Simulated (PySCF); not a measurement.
C4H4O2 (SMILES CC#CC(=O)O)

```xyz
10

C    -2.1505    0.4505   -0.1314
C    -0.7624    0.0800   -0.2106
C     0.4026   -0.2147   -0.2710
C     1.7745   -0.6221   -0.3698
O     2.1482   -1.6886   -0.7839
O     2.6120    0.3362    0.0583
H    -2.3854    1.1550   -0.9287
H    -2.7792   -0.4323   -0.2388
H    -2.3530    0.9240    0.8286
H     3.5288    0.0305   -0.0226
```

Geometry: GFN2-xTB.

Computed with B3LYP/pcSseg-1, SCF density, gas phase, non-relativistic (PySCF).

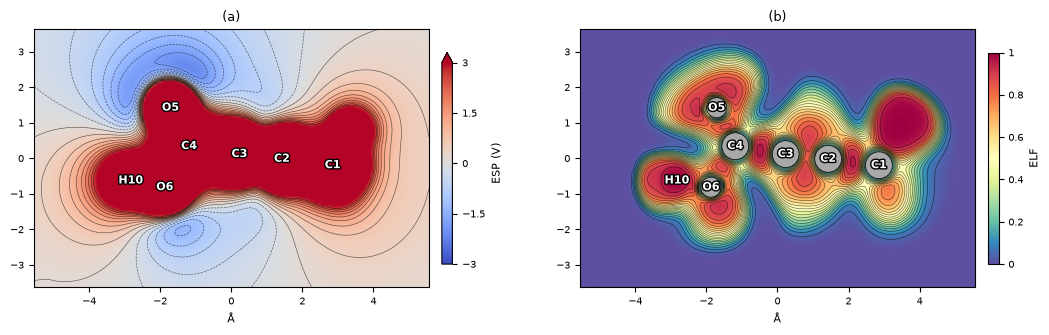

Figure 1. (a) electrostatic potential; (b) electron localisation function on the plane of atoms C3, C4 and O5. Grey discs cover the atomic cores in the ELF map.

Q: Describe what can be read from this map.

A:
- Atoms in the plane: C, O and H.
- C–C (1.20 Å): the ELF peaks at about 0.85 between the atoms: a multiple bond.
- C–O (1.20 Å): the ELF peaks at about 0.85 between the atoms (a multiple bond).
- O–H (0.97 Å): the ELF climbs to about 1 towards the hydrogen, as it does in any bond to H: a covalent bond by its length.
- C–O (1.34 Å): the ELF peaks at about 0.90 between the atoms; a shared but strongly polarised pair.
- The ELF also peaks beside O6 and O5, away from the bonds: lone-pair regions.
- Outside the dense part of the molecule the potential is most negative (−2.1 V) near O5.

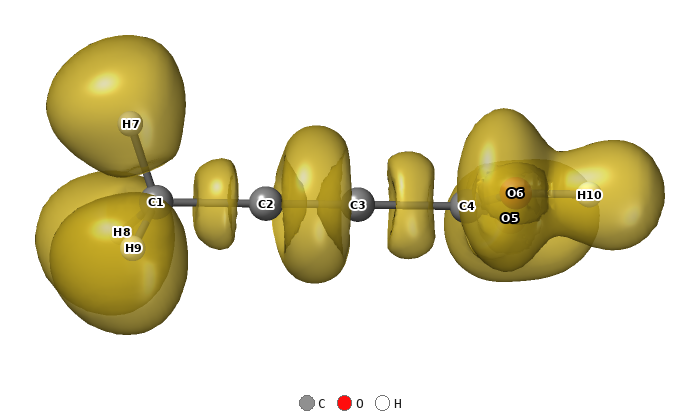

Figure 2. Isosurface of the electron localisation function at 0.75 (yellow), seen from one side. Core shells and regions of very low density are left out.

Q: Identify the bonds, lone pairs and shells in this picture.

A: The ELF exceeds this value in three regions between bonded C–C atoms (shared pairs), three regions around hydrogen nuclei, one region on O in which the atom's valence shell and bonds are merged and one joined region spread over several atoms (H, O), in which their bonds and any lone pairs are merged.

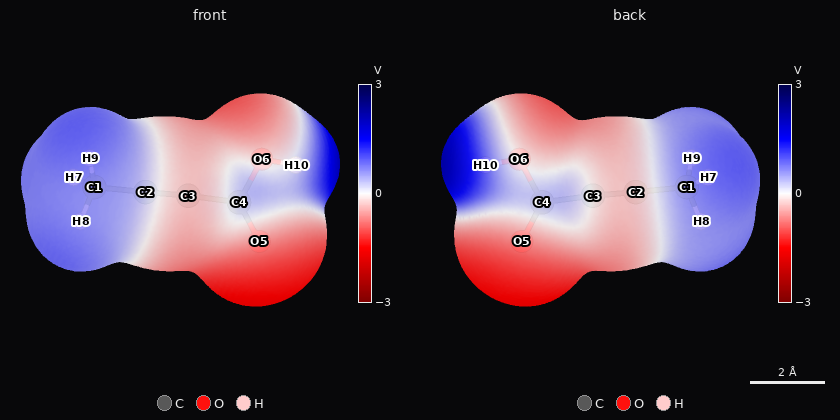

Figure 3. The electrostatic potential painted on the density surface at 0.001 e/bohr³, seen from the front and from behind; the colour scale runs from red (negative) to blue (positive).

Q: Which sites attract a positive test charge, and which a negative one?

A: A positive charge is drawn to the negative regions and a negative charge to the positive ones. The most negative region (about −1.6 V) lies over O5, the most positive (about +2.1 V) over H10. O5 is the likeliest acceptor of a hydrogen bond.

Q: What dipole moment does the calculation give?

A: Its dipole moment is 2.59 D.
